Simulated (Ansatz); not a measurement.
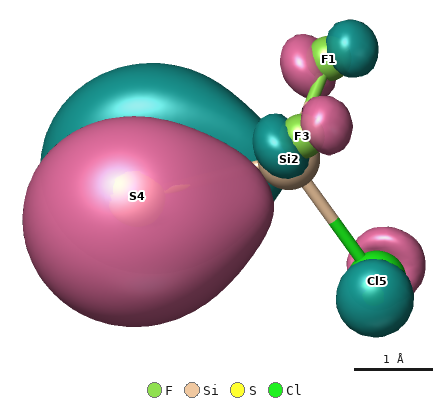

Figure 1: ClF2SSi (SMILES F[Si](F)([S])Cl) (doublet). The HOMO (β) at ±0.08 Å⁻³ᐟ² (teal and pink are the two phases), seen at a tilt.

Geometry: PBE0-D4/def2-TZVP.

Method: UKS PBE0-D4/def2-TZVPP in Ansatz.

```xyz
5

F     0.1389   -0.2497    1.6148
Si    0.0639   -0.0939    0.0486
F     1.0865   -1.1449   -0.5281
S    -1.8705   -0.3549   -0.6978
Cl    0.6311    1.7697   -0.4790
```

> What is the character of this orbital?

Its weight (Hirshfeld) is mainly on S4 (about 85 %); largely a lone pair of S4. Its energy is −8.35 eV.
